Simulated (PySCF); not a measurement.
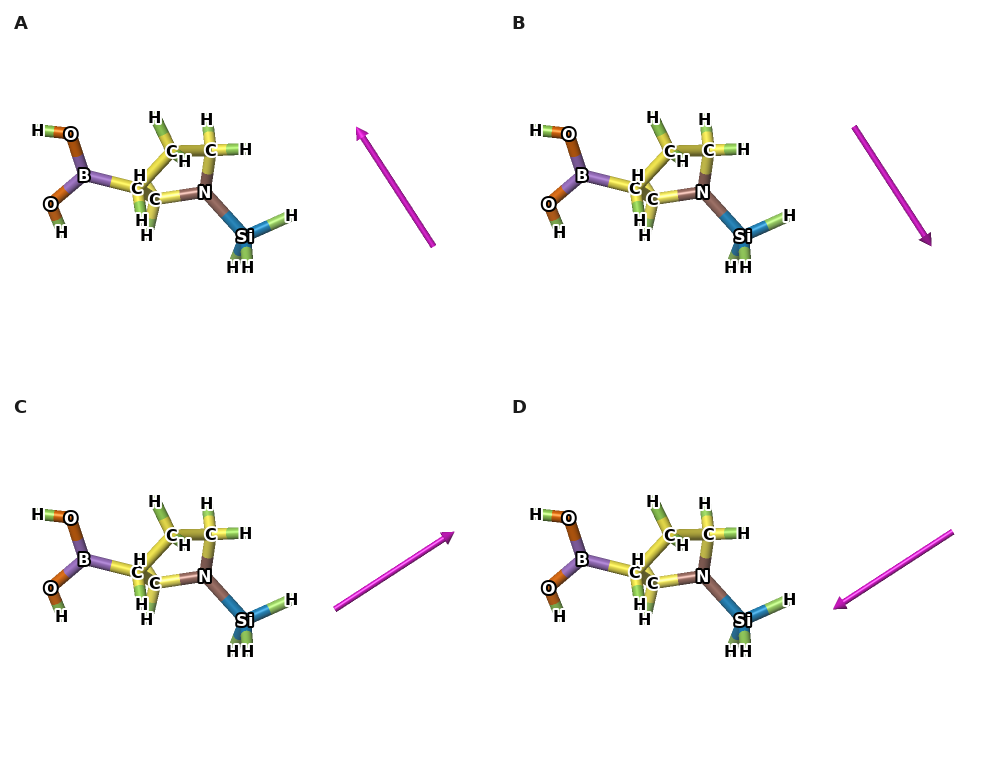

The same molecule four times, each with an arrow. Computed geometry: PBE0-D3(BJ)/def2-SVP optimisation. No frequency run is at hand to confirm it as a minimum. Method: PBE0/pcSseg-1, gas phase (PySCF 2.14.0).

Question: Which arrow points along the dipole moment, from the negative to the positive end?

Answer: D. The dipole moment is 1.22 D.
